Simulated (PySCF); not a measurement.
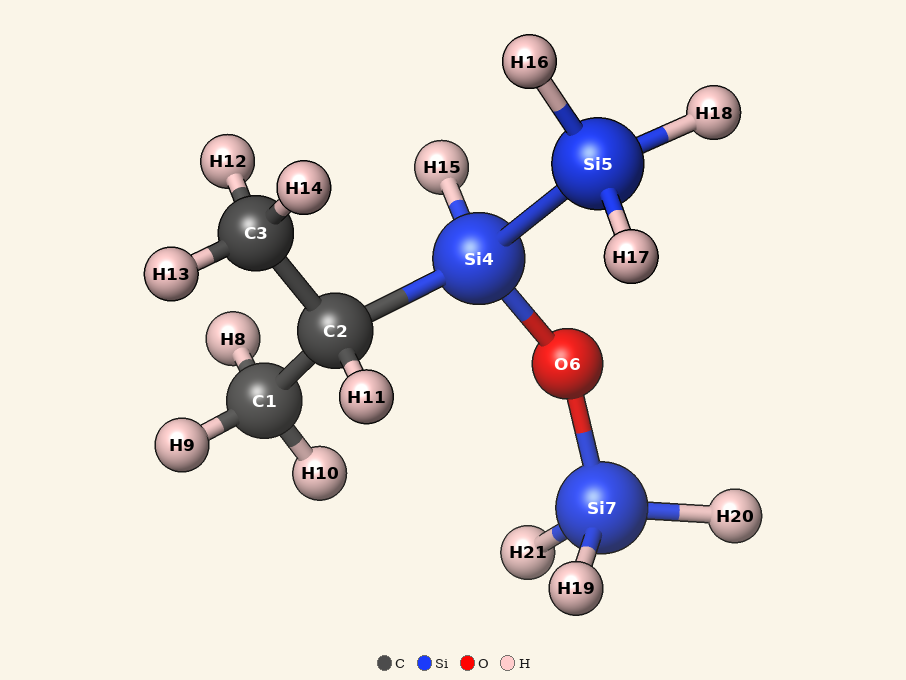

The geometry was computed by an optimisation with PBE0-D3(BJ)/def2-SVP. No frequency run is at hand to confirm it as a minimum. Method: delta-SCF UKS SCAN, pcX-2 on the ionised atom, pcseg-1 elsewhere, spin-free X2C (PySCF 2.14.0).

Give the core-electron binding energies (to vacuum; p and d levels without spin–orbit splitting) of C1 1s, C2 1s, C3 1s, Si4 1s, Si4 2p, Si5 1s, Si5 2p, O6 1s, Si7 1s, Si7 2p.

```tsv
atom	level	binding energy (eV)
C1	1s	290.6
C2	1s	290.1
C3	1s	290.6
Si4	1s	1846.6
Si4	2p	106.9
Si5	1s	1845.9
Si5	2p	106.5
O6	1s	537.6
Si7	1s	1847.4
Si7	2p	107.6
```
